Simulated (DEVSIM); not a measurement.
System: Ti/HfO2/SiO2/p-Si capacitor, at 300 K.

| layer (left to right) | material | thickness (nm) | Na (cm⁻³) |
|---|---|---|---|
| 1 | HfO2 | 3.40 | - |
| 2 | SiO2 | 0.620 | - |
| 3 | Si | 4000 | 2.1e16 |

Metal gate on the left, work function 4.33 eV. Fixed charge at the semiconductor interface 0 cm⁻² (in units of +e); no interface traps.

This is a model device: material constants are rounded textbook-type values typed into the input, and sizes, dopings and lifetimes were drawn at random. Values at 300 K.

```
parameter      HfO2  SiO2       Si
-------------  ----  ----  -------
gap (eV)        5.7     9    1.124
affinity (eV)   2.5   0.9     4.05
permittivity     22   3.9     11.7
Nc (cm⁻³)         -     -  2.86e19
Nv (cm⁻³)         -     -   3.1e19
```

Model (solved in DEVSIM): 1D Poisson equation in equilibrium, Boltzmann statistics, complete ionisation; no quantum confinement or tunnelling. Metal contacts follow the ideal Schottky-Mott rule: no Fermi-level pinning, no interface dipoles.

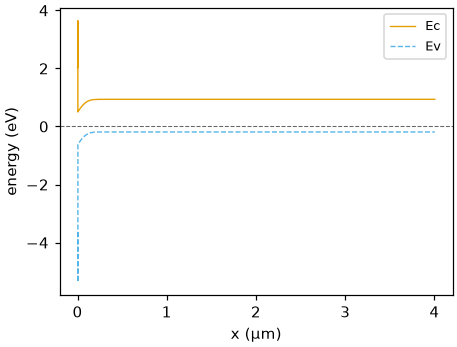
Band edges at -0.2 V on the gate

Energies count from the Fermi level of the right contact; mesh points crowd at the junctions.

| x (μm) | Ec (eV) | Ev (eV) | n (cm⁻³) | p (cm⁻³) | field (V/cm) |
|---|---|---|---|---|---|
| 0.000 | 2.030 | -3.670 | < 1e2 | < 1e2 | 27000 |
| 0.001030 | 2.033 | -3.667 | < 1e2 | < 1e2 | 27000 |
| 0.002293 | 2.036 | -3.664 | < 1e2 | < 1e2 | 27000 |
| 0.003339 | 2.039 | -3.661 | < 1e2 | < 1e2 | 27000 |
| 0.004101 | 0.499 | -0.625 | 1.2e11 | 9.9e8 | 52000 |
| 0.005567 | 0.507 | -0.617 | 8.8e10 | 1.3e9 | 51000 |
| 0.008965 | 0.524 | -0.600 | 4.5e10 | 2.6e9 | 50000 |
| 0.02031 | 0.579 | -0.545 | 5.4e9 | 2.1e10 | 46000 |
| 0.04091 | 0.667 | -0.457 | 1.8e8 | 6.6e11 | 40000 |
| 0.08866 | 0.820 | -0.304 | 480000 | 2.4e14 | 24000 |
| 0.1899 | 0.929 | -0.195 | 7100 | 1.6e16 | 2200 |
| 0.5559 | 0.935 | -0.189 | 5500 | 2.1e16 | ≈ 0 |
| 1.208 | 0.935 | -0.189 | 5500 | 2.1e16 | ≈ 0 |
| 2.530 | 0.935 | -0.189 | 5500 | 2.1e16 | ≈ 0 |
| 3.489 | 0.935 | -0.189 | 5500 | 2.1e16 | ≈ 0 |
| 3.768 | 0.935 | -0.189 | 5500 | 2.1e16 | ≈ 0 |
| 3.900 | 0.935 | -0.189 | 5500 | 2.1e16 | ≈ 0 |
| 3.957 | 0.935 | -0.189 | 5500 | 2.1e16 | ≈ 0 |
| 3.989 | 0.935 | -0.189 | 5500 | 2.1e16 | ≈ 0 |
| 3.998 | 0.935 | -0.189 | 5500 | 2.1e16 | ≈ 0 |
| 4.002 | 0.935 | -0.189 | 5500 | 2.1e16 | ≈ 0 |
| 4.004 | 0.935 | -0.189 | 5500 | 2.1e16 | ≈ 0 |
